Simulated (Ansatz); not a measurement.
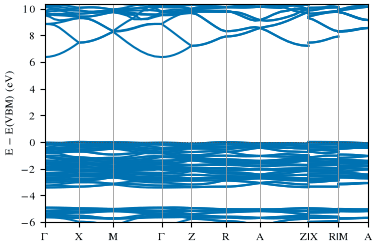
Band structure from the program Ansatz at the r²SCAN level (PAW)

Problem. Read off the gap and where the band edges lie.

Solution. About 6.4 eV (6.36 eV by a search for the band edges); maximum at X, minimum at Γ.

Problem. Which compound is it?
A. CaAlHO2, P4/mmm (Ca on 1d, Al on 1a, O on 2f, H on 1b)
B. SiO2, P4_32_12 (Pearson symbol tP36)
C. C, P4_32_12 (C on 4a, C on 8b)
D. C, P4_12_12 (C on 4a, C on 8b)

Solution. B, SiO2, P4_32_12 (Pearson symbol tP36)

The first step of the workflow began from a Materials Project structure, measured or hypothetical; the Crystallography Open Database files this formula in space group No. 96, but the cells were not matched. It is not the phase usual at ambient conditions (space group No. 92, 152, 154). The r²SCAN relaxation kept the symmetry of its start; its stability against distortions is not shown here.

Potentials: the earlier of the program's two PAW sets.
